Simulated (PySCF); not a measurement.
SMILES C=C[SiH2]C(C)=O (C4H8OSi) at its GFN2-xTB optimised geometry (Å):

```
14

C      2.2959     1.3681     1.7452
C      1.5893     0.2535     1.6286
Si     1.0593    -0.5308     0.0000
C     -0.8729    -0.5308     0.0000
C     -1.5545     0.8131     0.0000
O     -1.4966    -1.5671     0.0113
H      2.5711     1.7851     2.7024
H      2.6372     1.9151     0.8814
H      1.2813    -0.2514     2.5384
H      1.5161    -1.9151    -0.0969
H      1.5112     0.2873    -1.1309
H     -2.6372     0.7064     0.0128
H     -1.2260     1.3746     0.8727
H     -1.2478     1.3660    -0.8855
```

Method: PBE0/def2-TZVP (PySCF 2.14.0). Cells within 0.4 Å of a nucleus heavier than hydrogen are left out (blank, or x).

Map of the electron localisation function on the plane z = 1.5 Å:

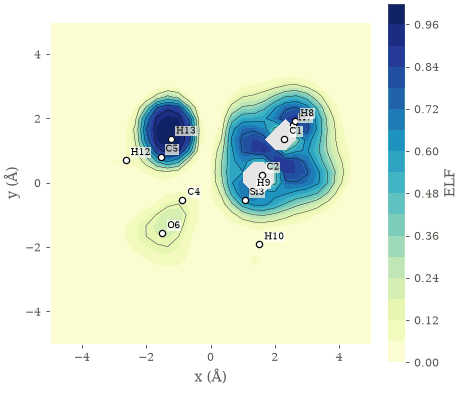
Figure. Electron localisation function on the plane z = 1.5 Å.
